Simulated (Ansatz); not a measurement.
**AlBH$_{4}$O···HF: density, localisation and related maps**

| atom | x (Å) | y (Å) | z (Å) |
| --- | --- | --- | --- |
| B | -0.1644 | -0.2159 | -0.3280 |
| F | 0.3608 | -0.1636 | 2.1439 |
| H | 0.8553 | 0.3661 | -0.5784 |
| H | -1.2192 | 0.3623 | -0.3185 |
| O | -0.1308 | -1.5832 | -0.1588 |
| Al | -0.8567 | -3.1030 | -0.4267 |
| H | -0.4956 | -4.2316 | 0.6017 |
| H | -1.8092 | -3.2950 | -1.6617 |
| H | 0.6286 | -0.9728 | 1.8248 |

Not at a stationary point (largest force 1.1 eV/Å).

The calculation used RHF/def2-SVP (Ansatz 0.2.0).

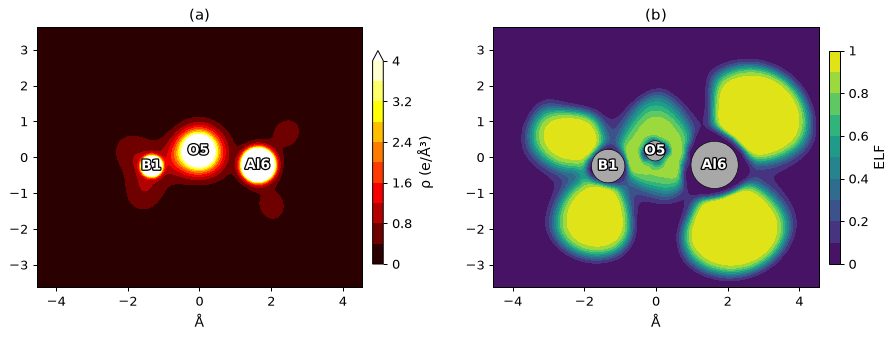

Figure 1. (a) total electron density; (b) ELF on the plane of atoms B1, O5 and Al6. Grey discs cover the atomic cores in the ELF map.

> Describe what can be read from this map.

- Atoms in the plane: B, O and Al.
- B–O (1.38 Å): the density is about 2 e/Å³ at the midpoint; the ELF peaks at about 0.90 between the atoms (a short, strongly polar bond).
- Al–O (1.71 Å): the density is about 0.8 e/Å³ at the midpoint; the ELF peaks at about 0.85 in the valence shell of O, 0.6 Å from its nucleus, and is about 0.40 at the midpoint.
- The ELF also peaks beside O5, away from the bonds: lone-pair regions.

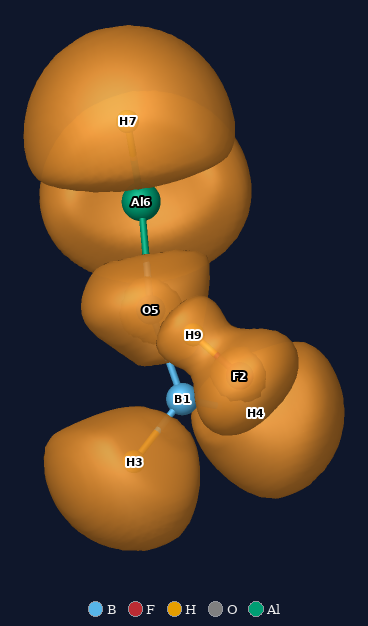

Figure 2. Isosurface of the ELF at 0.75 (orange), seen at an oblique angle. Only the valence region is drawn (cores and ρ < 0.01 e/Å³ removed).

> What do the ELF domains correspond to?

At this value the surface marks out four regions around hydrogen nuclei, one region on O in which the atom's valence shell and bonds are merged and one joined region spread over several atoms (F, H), in which their bonds and any lone pairs are merged. Along the contacts the grid gives the following. B1···F2 (2.53 Å): the ELF is about 0.05 at the midpoint.

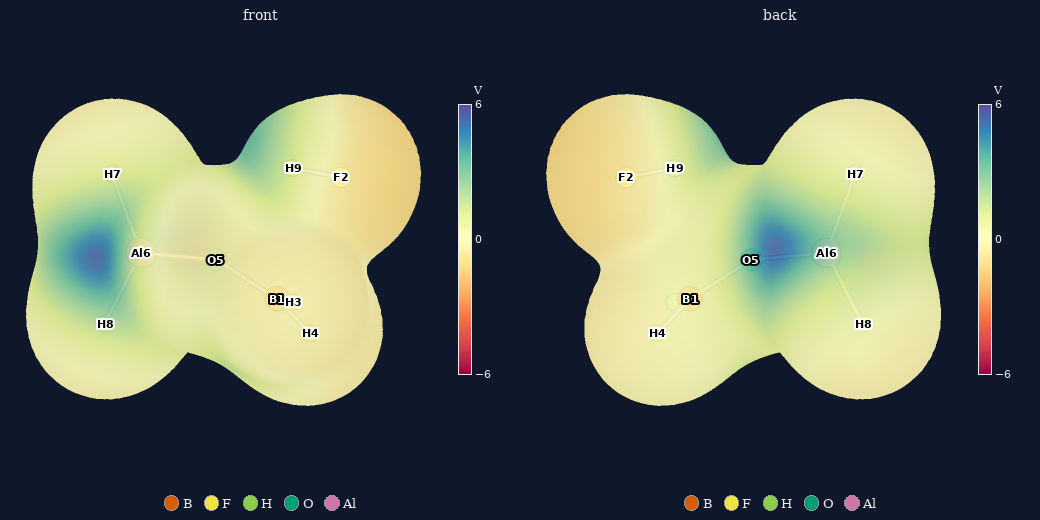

Figure 3. The electrostatic potential painted on the density surface at 0.002 e/bohr³, seen from the front and from behind; the colour scale runs from red (negative) to blue (positive).

> Which sites attract a positive test charge, and which a negative one?

A positive charge is drawn to the negative regions and a negative charge to the positive ones. The most negative region (about −1.2 V) lies over F2, the most positive (about +5.0 V) over Al6.
